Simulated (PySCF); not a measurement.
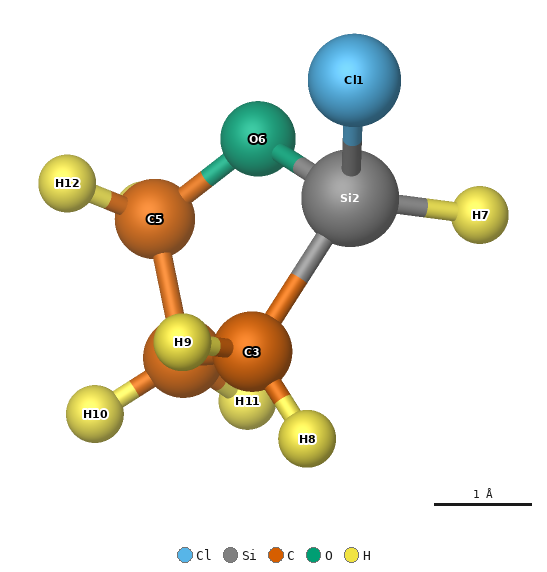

Figure 1. The input geometry of run 1 (ball-and-stick view, seen at a tilt; atoms are numbered from 1 in the order of the input). Bond lengths as drawn: Cl–Si 2.01 Å, C–C 1.53 Å, C–H 1.09 to 1.10 Å, C–O 1.41 Å, C–Si 1.90 Å, H–Si 1.46 Å and O–Si 1.63 Å.

# Two runs on C3H7ClOSi

System: C3H7ClOSi.
Method of run 1: GIAO PBE0/pcSseg-1 NMR shielding, non-relativistic, gas phase (PySCF 2.14.0).

The geometry comes from this level: GFN2-xTB. Text and figures count atoms from 1; the logs count them from 0 in places.

## The input, run 1
```
{"job": {"kind": "nmr", "xc": "PBE0", "basis": "pcSseg-1"}, "charge": 0, "multiplicity": 1}
Cl     3.069862     0.595380     0.735015
Si     1.258095    -0.256898     0.846189
C     -0.224035     0.926536     0.671441
C     -1.138213     0.106070    -0.240106
C     -0.236600    -0.672313    -1.201777
O      0.930403    -1.084194    -0.521642
H      1.209285    -1.166912     1.981084
H     -0.729131     1.192227     1.595754
H      0.066549     1.856460     0.179904
H     -1.847513     0.722397    -0.791705
H     -1.698598    -0.608470     0.364671
H      0.065914    -0.043832    -2.046136
H     -0.730409    -1.565964    -1.590420
```

The first line tells a small driver script what to run in PySCF; the rest is the geometry in Å.

Command:
```bash
OMP_NUM_THREADS=1 python <driver script> task.json out
```

Hardware: 1 CPU thread, shared host.

## Output (run 1)
```
coarse grid: 11936 points
cycle   1  E = -942.8494276897  dE =  8.122e-01  |g| = 6.973e-01  |ddm| = 3.239e+00
cycle   2  E = -942.7335869838  dE =  1.158e-01  |g| = 1.058e+00  |ddm| = 1.537e+00
cycle   3  E = -942.9418013210  dE = -2.082e-01  |g| = 1.091e-01  |ddm| = 1.052e+00
cycle   4  E = -942.9440137255  dE = -2.212e-03  |g| = 3.841e-02  |ddm| = 1.241e-01
cycle   5  E = -942.9443475997  dE = -3.339e-04  |g| = 7.290e-03  |ddm| = 3.791e-02
cycle   6  E = -942.9443587101  dE = -1.111e-05  |g| = 2.456e-03  |ddm| = 9.061e-03
cycle   7  E = -942.9443600173  dE = -1.307e-06  |g| = 4.326e-04  |ddm| = 2.787e-03
final grid: 106112 points
cycle   8  E = -942.9891155029  dE = -2.223e-05  |g| = 1.024e-02  |ddm| = 1.900e-02
cycle   9  E = -942.9890928912  dE =  2.261e-05  |g| = 1.490e-02  |ddm| = 1.736e-02
cycle  10  E = -942.9891355157  dE = -4.262e-05  |g| = 1.275e-03  |ddm| = 1.098e-02
cycle  11  E = -942.9891358031  dE = -2.873e-07  |g| = 3.019e-04  |ddm| = 1.306e-03
cycle  12  E = -942.9891358227  dE = -1.966e-08  |g| = 4.892e-05  |ddm| = 2.943e-04
cycle  13  E = -942.9891358232  dE = -4.727e-10  |g| = 1.684e-05  |ddm| = 6.230e-05
converged SCF energy = -942.9891358232

GIAO shielding tensors (ppm)
atom      isotropic    diamagn.    paramagn.     s11        s22        s33       span
  0 Cl     912.763    1148.022    -235.259    791.207    935.590   1011.493    220.286
  1 Si     332.668     878.289    -545.621    281.248    345.767    370.989     89.741
  2 C      169.863     253.893     -84.030    157.336    171.299    180.955     23.619
  3 C      157.225     250.567     -93.342    133.707    163.582    174.387     40.679
  4 C      115.889     243.717    -127.828     78.183    107.706    161.778     83.595
  5 O      267.194     395.874    -128.680    203.366    270.109    328.107    124.741
  6 H       26.253      28.303      -2.050     22.002     24.277     32.481     10.479
  7 H       30.671      30.589       0.082     26.139     28.391     37.484     11.346
  8 H       30.818      31.375      -0.557     26.202     29.044     37.208     11.005
  9 H       29.726      30.473      -0.746     25.125     27.100     36.954     11.829
 10 H       29.897      31.412      -1.515     25.037     27.843     36.811     11.774
 11 H       27.608      29.811      -2.203     22.460     26.313     34.052     11.593
 12 H       27.362      28.653      -1.292     22.493     26.293     33.299     10.805
```

For run 2 the input was changed thus:
```diff
+"solvent": "acetone"
+"pop": false
```

How does run 2 compare with run 1?

The total energy of run 2 is 3.1 kcal/mol lower: the change of the electrostatic solvation energy at this fixed geometry, without cavity or dispersion terms. The HOMO goes from −8.07 to −7.99 eV. The LUMO goes from 0.80 to 0.94 eV. The dipole moment goes from 2.63 to 3.33 D. Of all shieldings, the largest change is that of Cl1, by +7.7 ppm. The reaction field of the continuum polarises the molecule further, so the dipole moment is larger in solution. The SCF takes 12 iterations against 13.

## Output (run 2)
```
coarse grid: 11936 points
cycle   1  E = -942.8585855756  dE =  8.035e-01  |g| = 6.868e-01  |ddm| = 3.238e+00
cycle   2  E = -942.7630585302  dE =  9.553e-02  |g| = 1.002e+00  |ddm| = 1.390e+00
cycle   3  E = -942.9474160982  dE = -1.844e-01  |g| = 9.707e-02  |ddm| = 9.173e-01
cycle   4  E = -942.9491329978  dE = -1.717e-03  |g| = 3.358e-02  |ddm| = 1.051e-01
cycle   5  E = -942.9493806164  dE = -2.476e-04  |g| = 6.833e-03  |ddm| = 3.075e-02
cycle   6  E = -942.9493903282  dE = -9.712e-06  |g| = 2.215e-03  |ddm| = 7.976e-03
final grid: 106112 points
cycle   7  E = -942.9941163664  dE = -1.907e-05  |g| = 1.162e-02  |ddm| = 2.014e-02
cycle   8  E = -942.9940895607  dE =  2.681e-05  |g| = 1.652e-02  |ddm| = 1.983e-02
cycle   9  E = -942.9941443584  dE = -5.480e-05  |g| = 1.292e-03  |ddm| = 1.179e-02
cycle  10  E = -942.9941446715  dE = -3.131e-07  |g| = 2.746e-04  |ddm| = 1.238e-03
cycle  11  E = -942.9941446861  dE = -1.460e-08  |g| = 4.150e-05  |ddm| = 2.492e-04
cycle  12  E = -942.9941446864  dE = -2.997e-10  |g| = 1.630e-05  |ddm| = 4.556e-05
converged SCF energy = -942.9941446864

GIAO shielding tensors (ppm)
atom      isotropic    diamagn.    paramagn.     s11        s22        s33       span
  0 Cl     920.500    1148.287    -227.788    800.303    944.682   1016.513    216.210
  1 Si     330.401     878.488    -548.087    278.917    341.730    370.555     91.638
  2 C      169.845     253.959     -84.114    156.591    171.686    181.258     24.667
  3 C      157.782     250.492     -92.710    134.008    164.440    174.899     40.891
  4 C      115.405     244.234    -128.829     76.627    106.968    162.620     85.993
  5 O      271.903     397.184    -125.282    210.254    274.772    330.682    120.427
  6 H       26.234      28.312      -2.078     21.999     24.230     32.472     10.473
  7 H       30.451      30.339       0.112     25.858     28.099     37.396     11.538
  8 H       30.644      31.180      -0.536     25.965     28.865     37.101     11.136
  9 H       29.562      30.219      -0.657     24.907     26.850     36.930     12.023
 10 H       29.732      31.223      -1.490     24.845     27.632     36.720     11.875
 11 H       27.503      29.776      -2.273     22.308     26.225     33.975     11.667
 12 H       27.258      28.640      -1.383     22.331     26.207     33.235     10.903
```

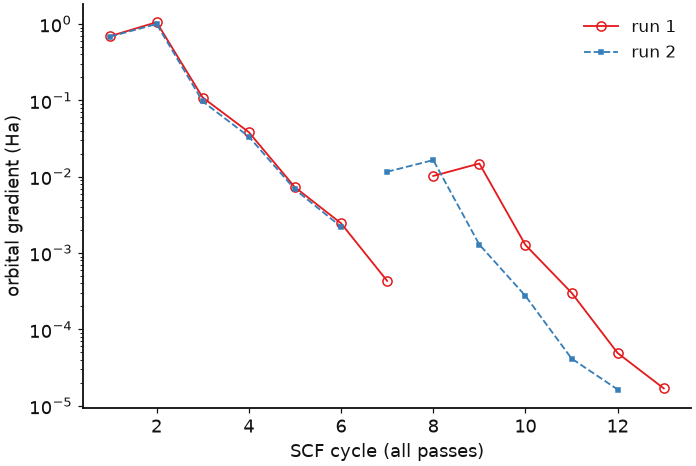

Figure 2. Convergence of the two runs: orbital gradient against the SCF cycle. A break in a curve parts two SCF passes (coarse and final grid). Run 1 takes 13 cycles in all, and run 2 takes 12.

## The two runs side by side

| quantity | run 1 | run 2 |
| --- | --- | --- |
| outcome | converged | converged |
| total energy (hartree) | −942.989136 | −942.994145 |
| HOMO (eV) | −8.07 | −7.99 |
| LUMO (eV) | 0.80 | 0.94 |
| dipole moment (D) | 2.63 | 3.33 |
| shielding of Cl1 (ppm) | 912.8 | 920.5 |
| shielding of Si2 (ppm) | 332.7 | 330.4 |
| shielding of C4 (ppm) | 157.2 | 157.8 |
| shielding of C5 (ppm) | 115.9 | 115.4 |
| shielding of O6 (ppm) | 267.2 | 271.9 |
| shielding of H8 (ppm) | 30.7 | 30.5 |
| shielding of H9 (ppm) | 30.8 | 30.6 |
| SCF iterations | 13 | 12 |
| basis functions | 151 | 151 |
| wall time (shared host) | 34 s | 23 s |
